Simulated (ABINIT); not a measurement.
# Quasiparticle gap of KI (Fm-3m) in ABINIT, part 3 of 3

Wanted: ground state, empty states, screening and self-energy for KI (Fm-3m).

ABINIT 10.8.3; PBE and many-body steps on it, plane waves. Known limits of the many-body steps: not at the basis limit; no spin-orbit coupling.

So far. Step 4 (Empty states on the mesh, 4×4×4 mesh, 362 bands): On this mesh the gap is 3.962 eV. Step 5 (Screening, 4×4×4 mesh, 330 bands, screening to 195.9 eV): Local fields lower ε∞ by 19 %.

### Step 6. Self-energy, 4×4×4 mesh, 330 bands, screening to 195.9 eV

The self-energy is evaluated for the states that the input lists, and the levels follow from it, in one-shot runs by the linearised quasiparticle equation.

This step: G0W0 on PBE, plane waves, norm-conserving pseudopotentials.

run.abi reads:

```
acell 3*1.0 Angstrom
rprim 
  0.000000000000 3.532775000000 3.532775000000
  3.532775000000 0.000000000000 3.532775000000
  3.532775000000 3.532775000000 -0.000000000000
ntypat 2
znucl 19 53
natom 2
typat 1 2
xred 
  0.000000000000 0.000000000000 0.000000000000
  0.500000000000 0.500000000000 0.500000000000
pp_dirpath "pseudos"
pseudos "K.upf, I.upf"
ecut 33
ngkpt 4 4 4
nshiftk 1
shiftk 0 0 0
kptopt 1
chksymbreak 0
istwfk *1
occopt 1
irdwfk 1
optdriver 4
nband 330
gwcalctyp 0
ecutsigx 33
symsigma 1
nkptgw 1
kptgw 
  0.0000000000 0.0000000000 0.0000000000
bdgw 
  6 12
ecuteps 7.2
irdscr 1
ppmodel 1
indata_prefix "in"
outdata_prefix "out"
tmpdata_prefix "tmp"
```

On the command line:

```bash
$ OMP_NUM_THREADS=1 mpirun -n 4 abinit run.abi > log
```

Numbers of over 12 decimals in the logs are rounded to 6 here.

Output:

```text
.Version 10.8.3 of ABINIT. v10.8.2 released Aug 2026.

 Symmetries : space group Fm -3 m (#225); Bravais cF (face-center cubic)
[... echo of the input left out ...]
== DATASET  1 ==================================================================
-   mpi_nproc: 4, omp_nthreads: 1 (-1 if OMP is not activated)

--- !DatasetInfo
iteration_state: {dtset: 1, }
dimensions: {natom: 2, nkpt: 8, mband: 330, nsppol: 1, nspinor: 1, nspden: 1, mpw: 5434, }
cutoff_energies: {ecut:  33.0, pawecutdg:  -1.0, }
electrons: {nelect:   1.60000000E+01, charge:   0.00000000E+00, occopt:   1.00000000E+00, tsmear:   1.00000000E-02, }

 SIGMA: Calculation of the GW corrections

 Based on a program developped by R.W. Godby, V. Olevano, G. Onida, and L. Reining.
 Incorporated in ABINIT by V. Olevano, G.-M. Rignanese, and M. Torrent.
.Using double precision arithmetic ; gwpc =  8

[... cell and pseudopotentials left out ...]
--------------------------------------------------------------------------------

 ==== K-mesh for the wavefunctions ====
 Number of points in the irreducible wedge :     8
[... list of points left out ...]
 Together with 48 symmetry operations and time-reversal symmetry
 yields    64 points in the full Brillouin Zone.

 ==== Q-mesh for screening function ====
 Number of points in the irreducible wedge :     8
[... list of points left out ...]
 Together with 48 symmetry operations and time-reversal symmetry
 yields    64 points in the full Brillouin Zone.

 vcoul_init : cutoff-mode = AUXILIARY_FUNCTION
 q-points for optical limit:   1
     1)      0.000010    0.000020    0.000030
 setmesh: FFT mesh size selected  =    50x   50x   50
          total number of points  =       125000

 Number of electrons calculated from density =   16.0000; Expected =   16.0000
 average of density, n =  0.026887
 r_s =    2.0707
 omega_plasma =   15.8172 [eV]

 === KS Band Gaps ===
  >>>> For spin  1
   Minimum direct gap =   3.9625 [eV], located at k-point      :   0.0000  0.0000  0.0000
   Fundamental gap    =   3.9625 [eV], Top of valence bands at :   0.0000  0.0000  0.0000
                                       Bottom of conduction at :   0.0000  0.0000  0.0000
 SIGMA fundamental parameters:
 PLASMON POLE MODEL  1
 number of plane-waves for SigmaX                 5329
 number of plane-waves for SigmaC and W            537
 number of plane-waves for wavefunctions          5329
 number of bands                                   330
 number of independent spin polarizations            1
 number of spinorial components                      1
 number of k-points in IBZ                           8
 number of q-points in IBZ                           8
 number of symmetry operations                      48
 number of k-points in BZ                           64
 number of q-points in BZ                           64
 number of frequencies for dSigma/dE                 9
 frequency step for dSigma/dE [eV]                0.25
 number of omega for Sigma on real axis              0
 max omega for Sigma on real axis  [eV]           0.00
 zcut for avoiding poles [eV]                     0.10

 EPSILON^-1 parameters (SCR file):
 dimension of the eps^-1 matrix on file            537
 dimension of the eps^-1 matrix used               537
 number of plane-waves for wavefunctions          5329
 number of bands                                   330
 number of q-points in IBZ                           8
 number of frequencies                               2
 number of real frequencies                          1
 number of imag frequencies                          1

 matrix elements of self-energy operator (all in [eV])

 Perturbative Calculation

--- !SelfEnergy_ee
iteration_state: {dtset: 1, }
kpoint     : [   0.000,    0.000,    0.000, ]
spin       : 1
KS_gap     :    3.962
QP_gap     :    6.085
Delta_QP_KS:    2.122
data: !SigmaeeData |
     Band     E0 <VxcDFT>   SigX SigC(E0)      Z dSigC/dE  Sig(E)    E-E0       E
        6   0.119 -11.176 -14.233   1.036   0.808  -0.237 -12.810  -1.634  -1.515
        7   0.119 -11.176 -14.233   1.036   0.808  -0.237 -12.810  -1.634  -1.515
        8   0.119 -11.176 -14.233   1.036   0.808  -0.237 -12.810  -1.634  -1.515
        9   4.081  -6.410  -2.934  -2.902   0.850  -0.176  -5.921   0.488   4.569
       10   6.624  -7.766  -3.475  -3.086   0.843  -0.187  -6.751   1.015   7.638
       11   6.624  -7.766  -3.475  -3.086   0.843  -0.187  -6.751   1.015   7.638
       12   6.624  -7.766  -3.475  -3.086   0.843  -0.187  -6.751   1.015   7.638

== END DATASET(S) ==============================================================
================================================================================

 -outvars: echo values of variables after computation  --------
           etotal      0.0000000000E+00
            nband         330
             nkpt           8
          spgroup         225
 [... the other variables as echoed above ...]

 Calculation completed.
```

The job ended after 66 s (4 MPI ranks of Arm Neoverse V1, shared host; peak memory 3.1 GiB).

This step gave:

```yaml
g0w0_gap_on_the_points_computed: 6.084 eV
starting_gap_on_the_mesh: 3.962 eV
k_of_the_valence_top: 0, 0, 0
k_of_the_conduction_bottom: 0, 0, 0
z_at_the_valence_top: 0.808
z_at_the_conduction_bottom: 0.85
least_direct_g0w0_gap_on_the_computed_points: 6.084 eV
```

The gap on the mesh goes from 3.96 eV to 6.08 eV, a correction of +2.12 eV.

Limits: finite bands, cutoff and mesh; no spin-orbit coupling. v1 is the top filled band, c1 the lowest empty one. The levels before and after the correction (eV, zero at the valence-band top of each column):

```csv
,conduction bottom,valence top
Kohn-Sham,3.96,0.00
G0W0,6.08,0.00
```

```csv
,level,energy (eV)
Kohn-Sham,Γ v3-v1,0.000
Kohn-Sham,Γ c1,3.962
Kohn-Sham,Γ c2-c4,6.505
G0W0,Γ v3-v1,0.000
G0W0,Γ c1,6.084
G0W0,Γ c2-c4,9.153
```

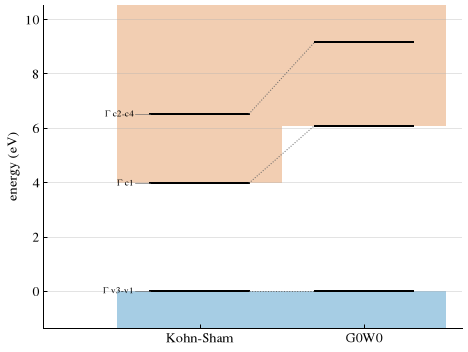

Levels before and after the correction. Shaded: valence and conduction bands.

### Step 7. Where the time went

Times are wall times on 4 MPI ranks of Arm Neoverse V1, shared host, good to a factor of about two.

```csv
step,time,share,memory (GiB)
ground state,13 s,2 %,0.36
bands along the symmetry lines,26 s,5 %,0.33
empty states on the mesh,4 min,47 %,0.63
screening,2.9 min,33 %,2.8
self-energy,66 s,13 %,3.1
```

### Step 8. Results

```yaml
pbe_gap: 3.96 eV, direct
g0w0_gap_on_the_mesh: 6.08 eV
gw_settings: 4×4×4 mesh, 330 bands, screening to 195.9 eV, Godby-Needs plasmon pole
known_limits: not at the basis limit; no spin-orbit coupling
```

G0W0 moves the gap on the mesh from 3.96 eV to 6.08 eV (+2.12 eV), with Z of 0.81 and 0.85 at the edges. Local fields lower the RPA ε∞ on this mesh from 3.28 to 2.66. Only 1 of the mesh's irreducible points was corrected, so a valley elsewhere could overtake. Bands and cutoff are finite, so the gap is not at the basis limit. The miss can reach some tenths of an eV and take either sign; the mesh is an error of its own. In the G0W0 run levels were corrected at 1 k point alone, so a gap called «on the mesh» is the least over those, and an edge elsewhere would be missed. The many-body steps are scalar-relativistic: spin-orbit coupling is not in them.

[Paths, hosts, dates, memory and timing lines, banners, echoed tables and standing remarks are left out of the program output.]

[Logs are printed without paths, hosts, clocks, repeated set-up lines and the standing remarks that a program may print on its own settings, such as how far it seeks lower states.]

[Runs of the session that timed out or met a known fault of the program may be left out.]

[Hosts, paths, dates, database ids (printed as entryN), source tags and the programs' standing remarks are cut or masked in the printed files.]

[G0W0 gaps are taken among the corrected bands and points alone; a level outside them can change the order at an edge.]

[Where Ansatz stands beside ABINIT at settings called matched, ABINIT's density can come from a denser mesh and the files from another edition; pairs whose starting gaps differed by over 0.03 eV were left out, so agreement reads better than it is.]
